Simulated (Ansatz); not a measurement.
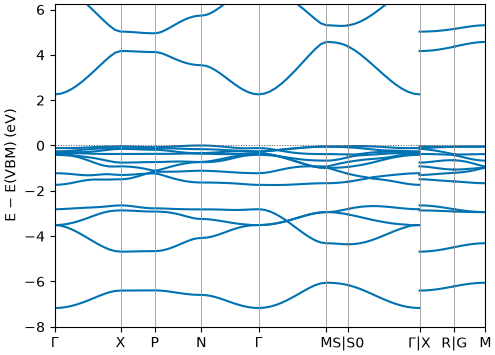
Figure. Band structure from the program Ansatz at the PBE level (PAW)

Read off the gap and where the band edges lie.

About 2.3 eV (2.26 eV by a search for the band edges); maximum at N, minimum at Γ.

Which of these materials gives this?
A) InSbO4, I-4 (In on 2d, Sb on 2a, O on 8g)
B) MgIn2O4, I-4 (In on 2b, In on 2d, Mg on 2a, O on 8g)
C) ZnIn2O4, I-4 (In on 2b, In on 2d, Zn on 2a, O on 8g)
D) Sr3Sn2O7, I4/mmm (Pearson symbol tI24)

A, InSbO4, I-4 (In on 2d, Sb on 2a, O on 8g)

The start of the workflow was typed in or built on a structure type; neither database checked (COD, Materials Project) lists it. Its standing as an ambient phase is unchecked. Symmetry was held in the PBE relaxation; whether a distortion lowers the energy is not shown. The volume moved by 28 % from the start of the relaxation. Spin–orbit coupling is left out wherever it is not named.

Potentials: the earlier of the program's two PAW sets.
